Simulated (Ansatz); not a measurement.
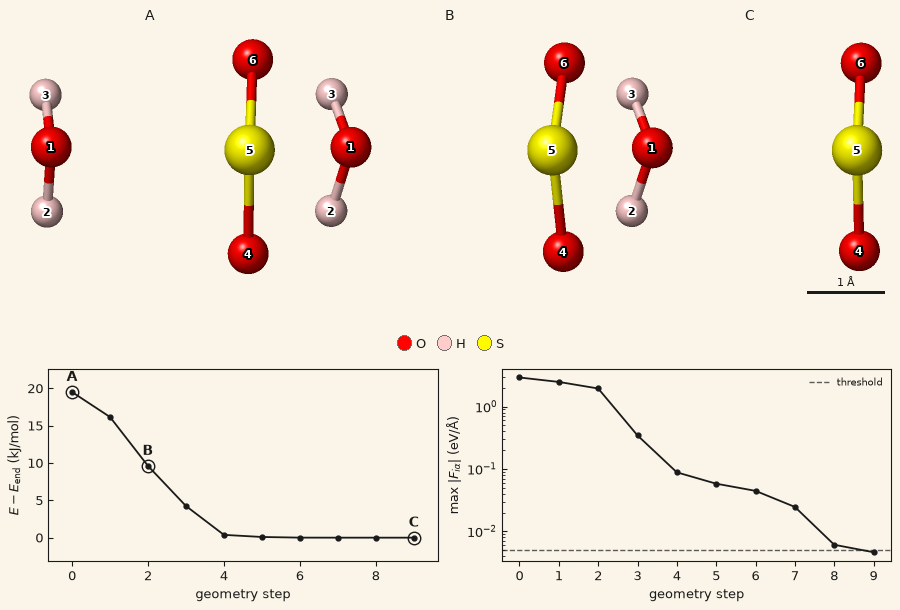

Frames of a relaxation of H2SO3, marked on the history of the run. Style: ball-and-stick. Shown face on.

Computed with RKS PBE0-D4/def2-TZVP in Ansatz 0.2.0.

Input
```yaml
crystal:
  periodic: [false, false, false]
  atoms:
    - {symbol: O, position_ang: [-0.030540, 0.344242, -1.330656]}
    - {symbol: H, position_ang: [-0.571149, -0.471374, -1.339950]}
    - {symbol: H, position_ang: [0.883707, -0.000202, -1.277375]}
    - {symbol: O, position_ang: [-1.207125, -0.618901, 1.263331]}
    - {symbol: S, position_ang: [-0.257185, 0.525708, 1.234538]}
    - {symbol: O, position_ang: [1.182292, 0.220627, 1.450312]}
basis:
  gaussian: {orbitals: def2-TZVP}
hamiltonian: {xc: pbe0, dispersion: d4}
relax: {f_tol: 0.005, max_steps: 200}
```

Run as
```bash
ansatz run in.yaml --threads 4 --pin off --events-out ev --progress --plain --max-ram 9574MiB
```

Q: Describe the path.

A: After 9 geometry steps the energy has fallen by 19.5 kJ/mol. Largest force component: 2.9 eV/Å at the start, 0.0046 eV/Å at the end. H2 moves most after the best rigid fit: 0.20 Å. By element the largest moves are H 0.20 Å, O 0.15 Å, S 0.10 Å. Among the contacts that change: O1–S5 2.582 → 2.663 Å, O4–S5 1.488 → 1.434 Å, O1–H2 0.979 → 0.962 Å. Among the angles between lasting bonds that change: H2–O1–H3 102.9° → 105.7°. From step 0 to 2: H2 moves most (0.21 Å), energy −9.90 kJ/mol. From step 2 to 9: S5 moves most (0.06 Å), energy −9.61 kJ/mol.

Limits of the set-up: the start holds two separate molecules, 2.6 Å apart at their closest, whose relative position is a soft coordinate.
